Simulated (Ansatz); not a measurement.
## Effect of Li interstitial (started 2.45 Å from the nearest host atom), symmetric start on GaAs

Base system: a 16-atom supercell of GaAs in the zinc blende structure (space group F-43m, No. 216; a = 5.6667 Å) at its relaxed geometry.

It is then changed as follows: one Li atom is added in an open site, starting 2.45 Å from the nearest host atom, atoms relaxed at fixed cell.

Calculations: DFT with r2SCAN, PAW potentials and a 500 eV plane-wave cutoff in Ansatz (a program for electronic structure), scalar-relativistic without spin-orbit coupling. k-mesh 4×4×4 (Γ-centred); smearing 0.01 eV (Fermi–Dirac).

```json
[
 {"quantity": "pressure", "base": "0.0 GPa", "changed": "2.7 GPa", "shift": "+2.7 GPa"},
 {"quantity": "final site of the added atom", "base": "–", "changed": "4 As at 2.48 Å (tetrahedral)", "shift": "–"}
]
```

Final structure:

```xyz
17
Lattice="0.0000 5.6667 5.6667 5.6667 0.0000 5.6667 5.6667 5.6667 0.0000" Properties=species:S:1:pos:R:3 pbc="T T T"
As     4.2641     4.2641     4.2641
As     7.0693     7.0693     4.2641
As     7.0693     4.2641     7.0693
As     9.9241     7.0761     7.0761
As     4.2641     7.0693     7.0693
As     7.0761     9.9241     7.0761
As     7.0761     7.0761     9.9241
As     9.9241     9.9241     9.9241
Ga     0.0000     0.0000     0.0000
Ga     2.8334     2.8334    -0.0467
Ga     2.8334    -0.0467     2.8334
Ga     5.7134     2.8334     2.8334
Ga    -0.0467     2.8334     2.8334
Ga     2.8334     5.7134     2.8334
Ga     8.5001     8.5001     5.7134
Ga     5.6667     5.6667     5.6667
Li     2.8334     2.8334     2.8334
```

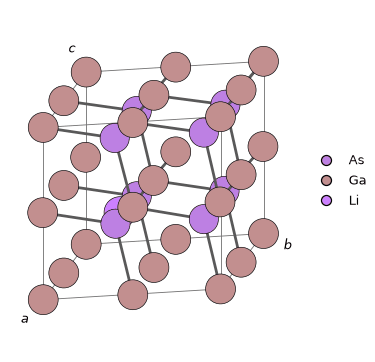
The relaxed cell after the change

Cost of the whole job for the changed cell (relaxation, final SCF and bands): around 12 core-minutes (rough).

The magnetic state is the one reached from the starting moments; the real material's order can differ, and small cells can't hold many antiferromagnetic ones. In so small a cell the defect repeats every few ångströms: this is an ordered compound, not a dilute defect. The mesh was chosen for an insulator and is coarse for the gapless case. The defect started on the symmetric site and kept its symmetry, so it may sit on a saddle. Starting moments died away, wholly or in part, for Li interstitial (started 2.45 Å from the nearest host atom); another magnetic solution may exist. The defect cell is spin-polarised and ends with 0.0 μB.
